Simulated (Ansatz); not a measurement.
# FH: atomisation energy

How much energy holds FH together? Aim: an atomisation energy, for FH, run from a script.

All numbers are computed with the Python package of Ansatz 0.2.0. Level of theory: CAM-B3LYP/6-31G.

### 1 The system

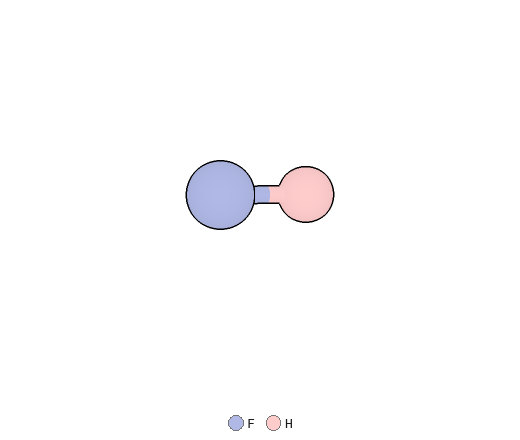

The structure that the script starts from, seen from a chosen angle (fluorine light blue, hydrogen pink).

No structure file is read: the coordinates are typed or built in the script.

### 2 The script

File fh_tae.py:

```python
"""Atomisation energy of FH at the given geometry."""

from collections import Counter

import ansatz as az


def single_point(molecule, charge=0, unpaired=0):
    calc = molecule.calculation().basis(gaussian="6-31G").functional("cam_b3lyp")
    if charge:
        calc = calc.charge(charge)
    if unpaired:
        calc = calc.spin("collinear", total=unpaired)
    report = calc.run().report
    if report["published_state_doubts"]:
        print("  doubts:", report["published_state_doubts"])
    return report["free_energy_ev"]

GEOMETRY = """
F     0.49280    0.00000    0.00000
H    -0.49280    0.00000    0.00000
"""

molecule = az.Crystal.molecule()
for line in GEOMETRY.strip().splitlines():
    symbol, *xyz = line.split()
    molecule = molecule.atom(symbol, [float(v) for v in xyz])

# unpaired electrons of the ground-state atoms
unpaired = {"F": 1, "H": 1}
counts = Counter(site.symbol for site in molecule.cartesian_sites)
atom_energy = {s: single_point(az.Crystal.molecule().atom(s, (0, 0, 0)), 0, unpaired[s]) for s in counts}
whole = single_point(molecule, 0, 0)
for s, e in atom_energy.items():
    print(f"{s:2s} x{counts[s]}  {e:14.5f} eV")
print(f"FH: {whole:.5f} eV")
split = sum(counts[s] * e for s, e in atom_energy.items()) - whole
print(f"atomisation energy (no zero-point term): {96.485332 * split:.1f} kJ/mol, {split / sum(counts.values()):.3f} eV an atom")
```

### 3 The input behind the calls

The package turns the script's settings into the engine's input (first run):

```yaml
crystal:
  periodic: [false, false, false]
  atoms:
    - { symbol: F, position_ang: [0.0, 0.0, 0.0] }
basis:
  gaussian:
    orbitals: "6-31G"
hamiltonian:
  xc: cam_b3lyp
magnetization:
  spin_polarized: true
  initial_magnetization: 1.0
```

### 4 Running it

Started as:

```bash
$ python fh_tae.py
```

Standard output:

```text
F  x1     -2712.69452 eV
H  x1       -13.51936 eV
FH: -2731.35785 eV
atomisation energy (no zero-point term): 496.3 kJ/mol, 2.572 eV an atom
```

Wall time 0.9 s (1 thread of Arm Neoverse V1, shared host); peak memory 0.13 GiB.

### 5 What changed from run to run

The engine's inputs for the other runs:

Run 2, against run 1:

```diff
@@ -4 +4 @@
-    - { symbol: F, position_ang: [0.0, 0.0, 0.0] }
+    - { symbol: H, position_ang: [0.0, 0.0, 0.0] }
```

Run 3, against run 1:

```diff
@@ -4 +4,2 @@
-    - { symbol: F, position_ang: [0.0, 0.0, 0.0] }
+    - { symbol: F, position_ang: [0.4928, 0.0, 0.0] }
+    - { symbol: H, position_ang: [-0.4928, 0.0, 0.0] }
@@ -10,3 +10,0 @@
-magnetization:
-  spin_polarized: true
-  initial_magnetization: 1.0
```

### 6 The runs side by side

From the records of these 3 runs:

| run | system | unpaired or total moment | energy (eV) | <S²> | SCF cycles | CPU time (s) |
| --- | --- | --- | --- | --- | --- | --- |
| 1 | F | 1 | -2712.6945 | 0.75 | 11 | 0.17 |
| 2 | H | 1 | -13.5194 | 0.75 | 8 | 0.08 |
| 3 | FH | not set | -2731.3578 | 0.00 | 12 | 0.15 |

Totals carry meaning only in balanced differences at one level of theory.

### 7 What came out

```
                         quantity         value
atomisation energy, no zero point  496.3 kJ/mol
                    runs compared             3
```

Zero-point motion and spin-orbit terms of the atoms are left out, and both would lower it. 496.3 kJ/mol from the electronic energies, without the zero-point term. The geometry is a force-field or estimated start, not a minimum of this method, and the basis set is short of its limit. All parts are taken at fixed geometry, without zero-point energy.
